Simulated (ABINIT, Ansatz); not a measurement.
**A GW chain in ABINIT: Cs2H6Pt (Fm-3m)**

How does a plane-wave GW calculation on Cs2H6Pt (Fm-3m) run from the first input to the gap?

Method: LDA and many-body steps on it, plane waves, in ABINIT 10.8.3.

## 1. Starting point

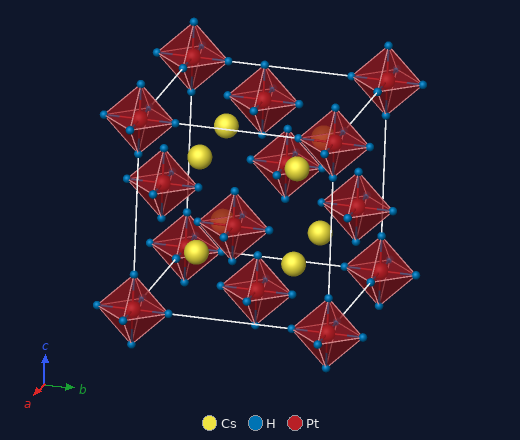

The starting structure, seen slightly off an axis (caesium yellow, hydrogen blue, platinum red). This picture shows the conventional cell, with its axes. Some periodic images of atoms are drawn too.

The cell and positions are those that the Materials Project relaxed with its own functionals (PBE, PBE+U or r2SCAN), kept fixed. Spin-orbit coupling is left out unless a step names it.

## 2. Ground state

This step: ABINIT 10.8.3; DFT, LDA, plane waves, norm-conserving pseudopotentials.

The ground-state density comes first.

Input file run.abi:

```
acell 3*1.0 Angstrom
rprim 
  0.000000000000 4.486174700000 4.486174700000
  4.486174700000 0.000000000000 4.486174700000
  4.486174700000 4.486174700000 0.000000000000
ntypat 3
znucl 55 1 78
natom 9
typat 1 1 2 2 2 2 2 2 3
xred 
  0.750000000000 0.750000000000 0.750000000000
  0.250000000000 0.250000000000 0.250000000000
  0.816861770000 0.816861770000 0.183138230000
  0.183138230000 0.816861770000 0.183138230000
  0.816861770000 0.183138230000 0.183138230000
  0.183138230000 0.183138230000 0.816861770000
  0.816861770000 0.183138230000 0.816861770000
  0.183138230000 0.816861770000 0.816861770000
  0.000000000000 0.000000000000 0.000000000000
pp_dirpath "pseudos"
pseudos "Cs.upf, H.upf, Pt.upf"
ecut 34
ngkpt 4 4 4
nshiftk 1
shiftk 0 0 0
kptopt 1
chksymbreak 0
nband 29
occopt 1
tolvrs 1e-10
nstep 60
prtwf 0
optforces 0
optstress 0
indata_prefix "in"
outdata_prefix "out"
tmpdata_prefix "tmp"
```

On the command line:

```sh
$ OMP_NUM_THREADS=1 mpirun -n 4 abinit run.abi > log
```

Numbers of over 12 decimals in the logs are rounded to 6 here.

Output:

```text
.Version 10.8.3 of ABINIT. v10.8.2 released Aug 2026.

 Symmetries : space group Fm -3 m (#225); Bravais cF (face-center cubic)
================================================================================
 Values of the parameters that define the memory need of the present run
     intxc =       0    ionmov =       0      iscf =       7    lmnmax =       8
     lnmax =       8     mgfft =      64  mpssoang =       4    mqgrid =    3001
     natom =       9  nloc_mem =       1    nspden =       1   nspinor =       1
    nsppol =       1      nsym =      48    n1xccc =    2501    ntypat =       3
    occopt =       1   xclevel =       1
-    mband =          29        mffmem =           1         mkmem =           2
       mpw =       11524          nfft =      262144          nkpt =           8
================================================================================
  Rough estimation (10% accuracy) of disk space for files :
================================================================================

--------------------------------------------------------------------------------
------------- Echo of variables that govern the present computation ------------
--------------------------------------------------------------------------------
 -outvars: echo values of preprocessed input variables --------
            acell      1.8897261259E+00  1.8897261259E+00  1.8897261259E+00 Bohr

      chksymbreak           0
             ecut      3.40000000E+01 Hartree
-          fftalg         312

              ixc       -1012
              kpt      0.00000000E+00  0.00000000E+00  0.00000000E+00
                       2.50000000E-01  0.00000000E+00  0.00000000E+00
                       5.00000000E-01  0.00000000E+00  0.00000000E+00
                       2.50000000E-01  2.50000000E-01  0.00000000E+00
                       5.00000000E-01  2.50000000E-01  0.00000000E+00
                      -2.50000000E-01  2.50000000E-01  0.00000000E+00
                       5.00000000E-01  5.00000000E-01  0.00000000E+00
                      -2.50000000E-01  5.00000000E-01  2.50000000E-01
         kptrlatt        4    0    0      0    4    0      0    0    4
          kptrlen      4.79567825E+01
P           mkmem           2
            natom           9
            nband          29
            ngfft          64      64      64
             nkpt           8
            nstep          60
             nsym          48
           ntypat           3
              occ      2.000000  2.000000  2.000000  2.000000  2.000000  2.000000
                       2.000000  2.000000  2.000000  2.000000  2.000000  2.000000
                       2.000000  2.000000  2.000000  2.000000  2.000000  2.000000
                       2.000000  2.000000  2.000000  0.000000  0.000000  0.000000
                       0.000000  0.000000  0.000000  0.000000  0.000000
        optforces           0
        optstress           0
            prtwf           0
            rprim      0.0000000000E+00  4.4861747000E+00  4.4861747000E+00
                       4.4861747000E+00  0.0000000000E+00  4.4861747000E+00
                       4.4861747000E+00  4.4861747000E+00  0.0000000000E+00
          spgroup         225

           tolvrs      1.00000000E-10

             xred      7.5000000000E-01  7.5000000000E-01  7.5000000000E-01
                       2.5000000000E-01  2.5000000000E-01  2.5000000000E-01
[...]
znucl       55.00000    1.00000   78.00000

================================================================================

 chkinp: Checking input parameters for consistency.

================================================================================
== DATASET  1 ==================================================================
-   mpi_nproc: 4, omp_nthreads: 1 (-1 if OMP is not activated)

--- !DatasetInfo
iteration_state: {dtset: 1, }
dimensions: {natom: 9, nkpt: 8, mband: 29, nsppol: 1, nspinor: 1, nspden: 1, mpw: 11524, }
cutoff_energies: {ecut:  34.0, pawecutdg:  -1.0, }
electrons: {nelect:   4.20000000E+01, charge:   0.00000000E+00, occopt:   1.00000000E+00, tsmear:   1.00000000E-02, }

 Real(R)+Recip(G) space primitive vectors, cartesian coordinates (Bohr,Bohr^-1):
 R(1)=  0.0000000  8.4776415  8.4776415  G(1)= -0.0589787  0.0589787  0.0589787
 R(2)=  8.4776415  0.0000000  8.4776415  G(2)=  0.0589787 -0.0589787  0.0589787
 R(3)=  8.4776415  8.4776415  0.0000000  G(3)=  0.0589787  0.0589787 -0.0589787
 Unit cell volume ucvol=  1.2185831E+03 bohr^3
 Angles (23,13,12)=  6.00000000E+01  6.00000000E+01  6.00000000E+01 degrees

 getcut: wavevector=  0.0000  0.0000  0.0000  ngfft=  64  64  64
         ecut(hartree)=     34.000   => boxcut(ratio)=   2.03369

--- Pseudopotential description ------------------------------------------------
- Cs Generated using ONCVPSP code by D. R. Hamann
- 55.00000   9.00000  201201                  znucl, zion, pspdat
12 -1012 3 -1 2328                            pspcod,pspxc,lmax,lloc,mmax
     nproj     2     2     2     2
  pspatm : epsatm=   21.68725381
         --- l  ekb(1:nproj) -->
[...]
pspatm: atomic psp has been read  and splines computed

- H Generated using ONCVPSP code by D. R. Hamann
-  1.00000   1.00000  180309                  znucl, zion, pspdat
12 -1012 1 -1 1180                            pspcod,pspxc,lmax,lloc,mmax
[...]
--- l  ekb(1:nproj) -->
[...]
1   -0.275071
 pspatm: atomic psp has been read  and splines computed

- Pt Generated using ONCVPSP code by D. R. Hamann
- 78.00000  18.00000  180309                  znucl, zion, pspdat
12 -1012 3 -1 1340                            pspcod,pspxc,lmax,lloc,mmax
     nproj     2     2     2     2
  pspatm : epsatm=   26.53268550
         --- l  ekb(1:nproj) -->
[...]
pspatm: atomic psp has been read  and splines computed

   3.02541057E+03                                ecore*ucvol(ha*bohr**3)
--------------------------------------------------------------------------------

_setup2: Arith. and geom. avg. npw (full set) are   11528.078   11528.047

================================================================================

--- !BeginCycle
iteration_state: {dtset: 1, }
solver: {iscf: 7, nstep: 60, nline: 4, wfoptalg: 0, }
tolerances: {tolvrs: 1.00E-10, }

     iter   Etot(hartree)      deltaE(h)  residm     vres2
 ETOT  1  -180.88896105485    -1.809E+02 9.235E-02 5.456E+02
 ETOT  2  -180.96276620972    -7.381E-02 2.133E-02 1.593E+03
 ETOT  3  -181.14424449314    -1.815E-01 1.775E-03 7.758E+01
 ETOT  4  -181.14789371380    -3.649E-03 3.123E-03 1.653E+00
 ETOT  5  -181.14803029468    -1.366E-04 3.824E-04 4.939E-01
 ETOT  6  -181.14803732011    -7.025E-06 4.614E-04 1.243E-01
 ETOT  7  -181.14804114214    -3.822E-06 6.136E-05 5.347E-03
 ETOT  8  -181.14804140081    -2.587E-07 6.135E-05 7.172E-04
 ETOT  9  -181.14804146368    -6.287E-08 2.724E-05 4.918E-05
 ETOT 10  -181.14804146861    -4.933E-09 2.549E-05 2.201E-08
 ETOT 11  -181.14804146864    -2.680E-11 1.425E-05 3.278E-08
 ETOT 12  -181.14804146866    -2.501E-11 2.024E-05 8.593E-09
 ETOT 13  -181.14804146867    -3.382E-12 1.406E-05 8.136E-12

 At SCF step   13       vres2   =  8.14E-12 < tolvrs=  1.00E-10 =>converged.

--- !ResultsGS
iteration_state: {dtset: 1, }
comment   : Summary of ground state results
lattice_vectors:
- [  0.0000000,   8.4776415,   8.4776415, ]
- [  8.4776415,   0.0000000,   8.4776415, ]
- [  8.4776415,   8.4776415,   0.0000000, ]
lattice_lengths: [  11.98920,   11.98920,   11.98920, ]
lattice_angles: [ 60.000,  60.000,  60.000, ] # degrees, (23, 13, 12)
lattice_volume:   1.2185831E+03
convergence: {deltae: -3.382E-12, res2:  8.136E-12, residm:  1.406E-05, diffor:  0.000E+00, }
etotal    :  -1.81148041E+02
entropy   :   0.00000000E+00
fermie    :   1.23520712E-02
cartesian_stress_tensor: null
pressure_GPa: null
xred      :
- [  7.5000E-01,   7.5000E-01,   7.5000E-01, Cs]
- [  2.5000E-01,   2.5000E-01,   2.5000E-01, Cs]
- [  8.1686E-01,   8.1686E-01,   1.8314E-01,  H]
- [  1.8314E-01,   8.1686E-01,   1.8314E-01,  H]
- [  8.1686E-01,   1.8314E-01,   1.8314E-01,  H]
- [  1.8314E-01,   1.8314E-01,   8.1686E-01,  H]
- [  8.1686E-01,   1.8314E-01,   8.1686E-01,  H]
- [  1.8314E-01,   8.1686E-01,   8.1686E-01,  H]
- [  0.0000E+00,   0.0000E+00,   0.0000E+00, Pt]
cartesian_forces: null
force_length_stats: {min: null, max: null, mean: null, }

 Integrated electronic density in atomic spheres:
 ------------------------------------------------
 Atom  Sphere_radius  Integrated_density
[...]
================================================================================

 ----iterations are completed or convergence reached----

 Mean square residual over all n,k,spin=   10.668E-08; max=  14.055E-06
 reduced coordinates (array xred) for    9 atoms
[...]
0.816861770000      0.183138230000      0.183138230000
       0.183138230000      0.183138230000      0.816861770000
       0.816861770000      0.183138230000      0.816861770000
       0.183138230000      0.816861770000      0.816861770000
       0.000000000000      0.000000000000      0.000000000000
 rms dE/dt=  0.0000E+00; max dE/dt=  0.0000E+00; dE/dt below (all hartree)
    1       0.000000000000      0.000000000000      0.000000000000
    2       0.000000000000      0.000000000000      0.000000000000
    3       0.000000000000      0.000000000000      0.000000000000
    4       0.000000000000      0.000000000000      0.000000000000
    5       0.000000000000      0.000000000000      0.000000000000
    6       0.000000000000      0.000000000000      0.000000000000
    7       0.000000000000      0.000000000000      0.000000000000
    8       0.000000000000      0.000000000000      0.000000000000
    9       0.000000000000      0.000000000000      0.000000000000

 cartesian coordinates (angstrom) at end:
    1      6.729262     6.729262     6.729262
[...]
5      1.643180     4.486175     4.486175
    6      4.486175     4.486175     1.643180
    7      4.486175     7.329169     4.486175
    8      7.329169     4.486175     4.486175
    9      0.000000     0.000000     0.000000
 length scales=  1.889726125908  1.889726125908  1.889726125908 bohr
              =  1.000000000000  1.000000000000  1.000000000000 angstroms
 prteigrs : about to open file out_EIG
 Fermi (or HOMO) energy (hartree) =   0.01235   Average Vxc (hartree)=  -0.29331
 Eigenvalues (hartree) for nkpt=   8  k points:
 kpt#   1, nband= 29, wtk=  0.01563, kpt=  0.0000  0.0000  0.0000 (reduced coord)
  -3.54964   -1.86033   -1.86033   -1.86033   -0.71252   -0.70935   -0.23258   -0.23258
  -0.23258   -0.21960   -0.21960   -0.21960   -0.16336   -0.13570   -0.13570   -0.01658
  -0.01658   -0.01658   -0.00721   -0.00721   -0.00721    0.16447    0.18366    0.18366
   0.29355    0.29355    0.29355    0.34077    0.34211
 prteigrs : prtvol=0 or 1, do not print more k-points.

--- !EnergyTerms
iteration_state     : {dtset: 1, }
comment             : Components of total free energy in Hartree
kinetic             :  5.04564712548322E+01
hartree             :  6.44960295285695E+01
xc                  : -3.93895906860034E+01
Ewald energy        : -8.39524159771464E+01
psp_core            :  2.48272820169483E+00
local_psp           : -1.89411179749361E+02
non_local_psp       :  1.41699159587490E+01
total_energy        : -1.81148041468665E+02
total_energy_eV     : -4.92928932410683E+03
band_energy         : -2.47847667500295E+01

== END DATASET(S) ==============================================================
================================================================================

 -outvars: echo values of variables after computation  --------
           etotal     -1.8114804147E+02
            nband          29
             nkpt           8
          spgroup         225
 [... the other variables as echoed above ...]

 Calculation completed.
```

The job ended after 43 s (4 MPI ranks of Arm Neoverse V1, shared host; peak memory 0.52 GiB).

This step gave:

```yaml
total_energy: -4929.2893 eV
gap: 3.620 eV
k_of_the_valence_top: 0.5, 0.5, 0
k_of_the_conduction_bottom: 0.5, 0.5, 0
least_direct_gap: 3.620 eV
```

The gap is direct, at (0.500, 0.500, 0.000).

(Continued in part 2 of 3.)

[Paths, hosts, dates, memory and timing lines, banners, echoed tables and standing remarks are left out of the program output.]

[Logs are printed without paths, hosts, clocks, repeated set-up lines and the standing remarks that a program may print on its own settings, such as how far it seeks lower states.]

[Runs of the session that timed out or met a known fault of the program may be left out.]

[Hosts, paths, dates, database ids (printed as entryN), source tags and the programs' standing remarks are cut or masked in the printed files.]

[G0W0 gaps are taken among the corrected bands and points alone; a level outside them can change the order at an edge.]

[Where Ansatz stands beside ABINIT at settings called matched, ABINIT's density can come from a denser mesh and the files from another edition; pairs whose starting gaps differed by over 0.03 eV were left out, so agreement reads better than it is.]
